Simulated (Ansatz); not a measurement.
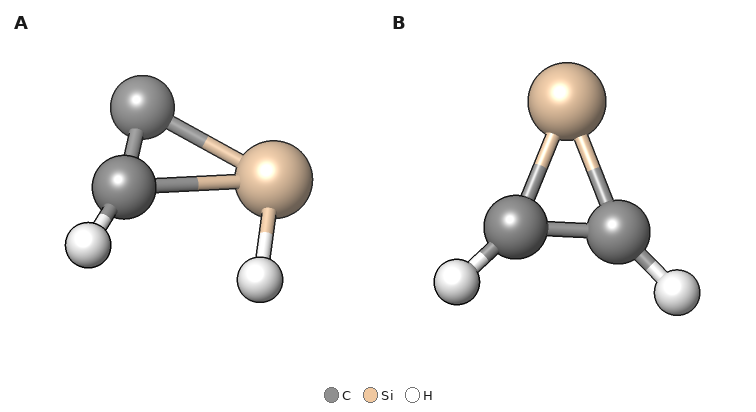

2 stationary structures of one formula. Geometries: PBE0-D4/def2-TZVP. Electronic energies: B3LYP-D4/def2-TZVPP (Ansatz 0.2.0), without zero-point energy. No frequency run is at hand to confirm each as a minimum.

**Which structure is the most stable?**

B is lowest (C2v); A lies 1.849 eV above it (Cs).

Give E(B) − E(A) in eV at these levels too: PBE0-D4/def2-TZVP; B3LYP-D4/def2-TZVPP; PBE-D4/def2-TZVPP; ωB97M-V/def2-TZVPP; RHF-CCSD(T) (frozen core)/def2-TZVPP; r2SCAN-D4/def2-TZVPP; PBE0-D4/def2-TZVPP.

```json
{"level": "PBE0-D4/def2-TZVP", "E(B) − E(A) (eV)": "−1.956"}
{"level": "B3LYP-D4/def2-TZVPP", "E(B) − E(A) (eV)": "−1.849"}
{"level": "PBE-D4/def2-TZVPP", "E(B) − E(A) (eV)": "−1.798"}
{"level": "ωB97M-V/def2-TZVPP", "E(B) − E(A) (eV)": "−1.899"}
{"level": "RHF-CCSD(T) (frozen core)/def2-TZVPP", "E(B) − E(A) (eV)": "−1.819"}
{"level": "r2SCAN-D4/def2-TZVPP", "E(B) − E(A) (eV)": "−1.848"}
{"level": "PBE0-D4/def2-TZVPP", "E(B) − E(A) (eV)": "−1.959"}
```
